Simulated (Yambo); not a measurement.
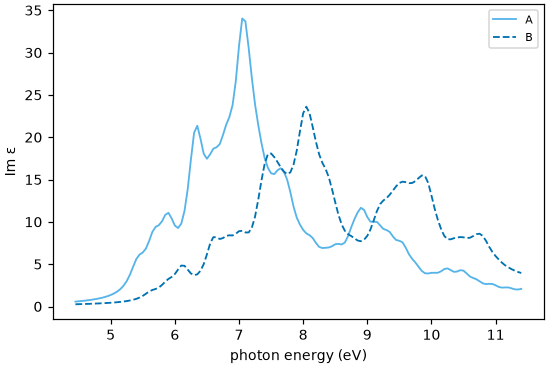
Figure. Two computed absorption spectra of SiC (zinc blende, space group F-43m, No. 216) (Yambo, PBE bands with the same scissor, field along x)

Task: Which curve includes the electron-hole attraction (BSE)?

Result: Curve A: the attraction moves weight to lower energy (centre of the plotted range 7.6 eV against 8.6 eV). Settings: 10×10×10 mesh, 3 valence and 4 conduction bands, static screening with 11 bands and a 4 Ry block, scissor 1.07 eV, Tamm-Dancoff. The scissor comes from a G0W0 run whose convergence isn't established. Broadening 0.15 eV. The band window holds all transitions up to 12.8 eV. On this mesh the peak heights and the fine structure are mesh artefacts; only the shift of weight is robust.

Geometry of the Materials Project entry, not relaxed at this level; primitive cell a = b = c = 3.0787 Å, α = β = γ = 60.00°.
